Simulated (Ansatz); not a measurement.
# USVWN5/def2-SVPD run of C2HF2Si (SMILES [C]#C[SiH](F)F)

What is the electronic atomisation energy of C2HF2Si at USVWN5/def2-SVPD? 

Program for the calculation: Ansatz 0.2.0.

45 further runs of the same task are left out: 45 set aside as unsound or not needed.

**1. The molecule**

C2HF2Si: 6 atoms, total charge 0, spin state doublet. SMILES: `[C]#C[SiH](F)F`. Geometry: relaxed at PBE0-D4/def2-TZVP.

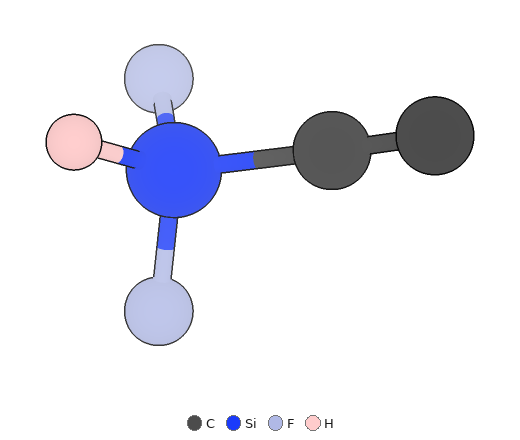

The structure, seen from a chosen angle (carbon dark grey, silicon blue, fluorine light blue, hydrogen pink).

**2. A single-point energy at USVWN5/def2-SVPD**

File molecule.yaml:

```yaml
crystal:
  periodic: [false, false, false]
  atoms:
    - symbol: C
      position_ang: [0.858400, -2.085100, 1.052200]
    - symbol: C
      position_ang: [0.445300, -1.082600, 0.512900]
    - symbol: Si
      position_ang: [-0.183000, 0.459200, -0.201300]
    - symbol: F
      position_ang: [-1.479900, 0.138200, -1.044000]
    - symbol: F
      position_ang: [0.904100, 1.043400, -1.187100]
    - symbol: H
      position_ang: [-0.502800, 1.463000, 0.821300]
basis:
  gaussian: {orbitals: def2-SVPD}
magnetization: {spin_polarized: true, initial_magnetization: 1}
hamiltonian: {xc: {name: SVWN5}}
output: {orbitals: {seedname: orbitals}}
accuracy: high
total_charge: 0
```

Started as:

```
$ ansatz run molecule.yaml --threads 1 --pin off --max-ram 3480MiB --events-out events.jsonl --progress --plain --runs-dir runs
```

Log:

```text
Warning: RAYON_NUM_THREADS=1 ignored (pool sized by the plan → 1); use --threads N
Functional definition: SVWN5
  name "SVWN5"
  exchange = slater_x
  correlation = vwn5_c
2309 factors; integrals over basis functions are off by at most 3.2e-9 eV
mean field evaluation 1: about -15299.4146 eV, gradient 4.3e1 eV
mean field evaluation 2: about -15277.9133 eV, gradient 8.0e1 eV
mean field evaluation 4: about -15306.5459 eV, gradient 8.1e0 eV
mean field evaluation 8: about -15306.8452 eV, gradient 1.8e-1 eV
mean field evaluation 16: about -15306.8454 eV, gradient 3.3e-4 eV
mean field evaluation 32: about -15306.6605 eV, gradient 1.1e0 eV
mean field -15306.84544057 eV, -562.5161945883 hartree, gradient 1.2e-8 eV, S^2 0.770591; 6 other end points of the search recorded, 0 dependent functions left out
reference -15306.84544467 eV, -562.5161947391 hartree; 23, 22 occupied and 95, 96 virtual orbitals, 2309 factors
Total energy: -15306.84544467 eV, -562.5161947391 hartree
```

It took 13 s on 1 thread of Intel Xeon Platinum 8259CL at 2.50GHz (Skylake/Cascade Lake), shared host; peak memory 0.4 GiB.

**3. The C atom at the same level**

File molecule.yaml:

```yaml
crystal:
  periodic: [false, false, false]
  atoms:
    - symbol: C
      position_ang: [0.000000, 0.000000, 0.000000]
basis:
  gaussian: {orbitals: def2-SVPD}
magnetization: {spin_polarized: true, initial_magnetization: 2}
hamiltonian: {xc: {name: SVWN5}}
accuracy: high
```

Started as:

```
$ ansatz run molecule.yaml --threads 1 --pin off --max-ram 3480MiB --events-out events.jsonl --progress --plain --runs-dir runs
```

Log:

```text
Warning: RAYON_NUM_THREADS=1 ignored (pool sized by the plan → 1); use --threads N
Functional definition: SVWN5
  name "SVWN5"
  exchange = slater_x
  correlation = vwn5_c
163 factors; integrals over basis functions are off by at most 3.2e-9 eV
mean field evaluation 1: about -1018.1794 eV, gradient 4.6e0 eV
mean field evaluation 2: about -1018.1985 eV, gradient 4.5e0 eV
mean field evaluation 4: about -1018.3202 eV, gradient 1.1e0 eV
mean field evaluation 8: about -1018.3260 eV, gradient 1.2e-4 eV
mean field evaluation 16: about -1018.2584 eV, gradient 3.6e0 eV
mean field -1018.32600831 eV, -37.4227905593 hartree, gradient 7.1e-8 eV, S^2 2.002722; 1 other end points of the search recorded, 0 dependent functions left out
reference -1018.32601054 eV, -37.4227906412 hartree; 4, 2 occupied and 16, 18 virtual orbitals, 163 factors
Total energy: -1018.32601054 eV, -37.4227906412 hartree
```

Wall time 0.55 s (1 thread of Intel Xeon Platinum 8259CL at 2.50GHz (Skylake/Cascade Lake), shared host).

**4. The F atom at the same level**

File in.yaml:

```yaml
basis:
  gaussian:
    orbitals: def2-SVPD
crystal:
  periodic: [false, false, false]
  atoms:
    - symbol: F
      position_ang: [0.000000, 0.000000, 0.000000]
magnetization:
  spin_polarized: true
  initial_magnetization: 1
hamiltonian:
  xc: {name: SVWN5}
accuracy: high
```

Run the same way, it converges to -98.99116 Eh (log not shown).

**5. The H atom at the same level**

in.yaml: that of step 4 with these lines changed.

```diff
@@ -6,4 +6,3 @@
   atoms:
-    - symbol: F
-      position_ang: [0.000000, 0.000000, 0.000000]
+    - {symbol: H, position_ang: [0.000000, 0.000000, 0.000000]}
 magnetization:
```

Run the same way, it converges to -0.47747 Eh (log not shown).

**6. The Si atom at the same level**

File in.yaml:

```yaml
crystal:
  periodic: [false, false, false]
  atoms:
    - {symbol: Si, position_ang: [0.000000, 0.000000, 0.000000]}
basis:
  gaussian:
    orbitals: def2-SVPD
hamiltonian:
  xc: {name: SVWN5}
magnetization:
  spin_polarized: true
  initial_magnetization: 2
accuracy: high
```

Run the same way, it converges to -288.10866 Eh (log not shown).

**7. Summary of results**

At USVWN5/def2-SVPD:

| quantity | value |
| --- | --- |
| molecule: total energy | -562.51619 Eh |
| molecule: HOMO energy (highest over α and β) | -8.06 eV |
| molecule: LUMO energy (lowest over α and β) | -7.22 eV |
| molecule: ⟨S²⟩ | 0.771 |
| C atom: total energy | -37.42279 Eh |
| C atom: ⟨S²⟩ | 2.003 |
| F atom: total energy | -98.99116 Eh |
| F atom: ⟨S²⟩ | 0.751 |
| H atom: total energy | -0.47747 Eh |
| H atom: ⟨S²⟩ | 0.750 |
| Si atom: total energy | -288.10866 Eh |
| Si atom: ⟨S²⟩ | 2.002 |
| electronic atomisation energy | 29.992 eV |

Taking the molecule apart into free atoms costs 29.99 eV (2894 kJ/mol), before zero-point energy and without spin-orbit coupling.
